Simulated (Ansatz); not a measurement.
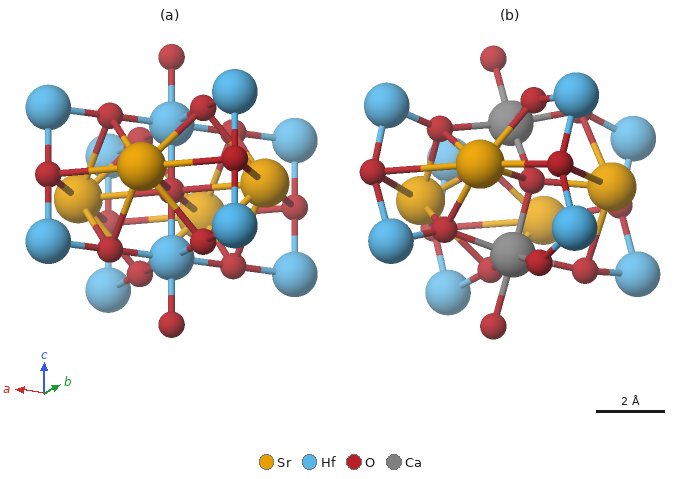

Left: perfect SrHfO$_{3}$. Right: the same region with a pair of point defects, after relaxing the atoms in a supercell of 40 sites. Style: ball-and-stick. Shown: the atoms within 5.0 Å of one point, from a free direction.

Method: DFT, PBEsol, PAW, plane waves in Ansatz. Set-up: plane-wave cutoff 420 eV; k-point mesh 1 × 1 × 1; mesh shifted by (0.25, 0.25, 0.25); collinear spin. Fermi-Dirac smearing of 0.01 eV. The axes drawn are those of the host's conventional cell.

What kind of defect was made?

Answer. Two hafnium atoms are replaced by calcium, the two sites 4.1 Å apart.

The charge state of the cell is 0.

How does the lattice respond?

Answer. One site: in the host the Hf atom has 6 O at 2.05 Å; the Ca atom ends with 6 O at 2.21 to 2.27 Å. The other site: in the host the Hf atom has 6 O at 2.05 Å; the Ca atom ends with 6 O at 2.21 to 2.26 Å. Of the host's atoms, an oxygen atom moves furthest from its site, by 0.90 Å. The Ca atom itself moves 0.13 Å from where it was put. The Ca atom itself moves 0.13 Å from where it was put. The cell's net moment is 2.00 μB.

Limits of the set-up: the periodic images lie only 8.2 Å apart, so the values are limited by the cell's size.
